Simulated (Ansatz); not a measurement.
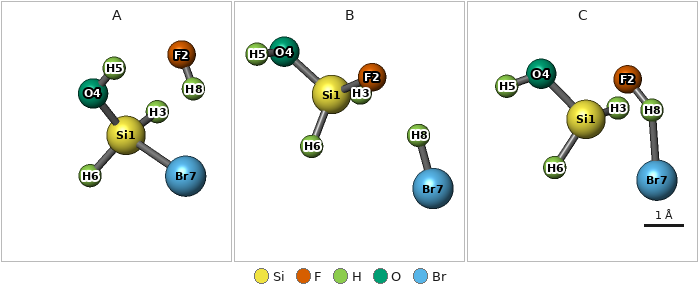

3 geometries from a converged minimum-energy path of SiH$_{4}$OBrF, shuffled. Style: ball-and-stick. Shown from a free direction.

Method: Ansatz, RKS B3LYP/def2-SVP. Set-up: 7 movable images; climbing image; force threshold 0.03 eV/Å; iteration limit 60; starting path through a guess of the saddle point.

Which frame is the transition state?

C. In order along the path, whose images run from 0 to 8: B (image 3, +4.6 kJ/mol), C (image 5, +150.3 kJ/mol), A (image 8, +36.0 kJ/mol). Breaking: Br7–H8 (1.43 → 1.85 at the top → 2.41 Å), Si1–F2 (1.64 → 1.95 at the top → 3.27 Å). Forming: F2–H8 (2.04 → 1.04 at the top → 0.94 Å), Si1–Br7 (4.98 → 2.67 at the top → 2.29 Å).
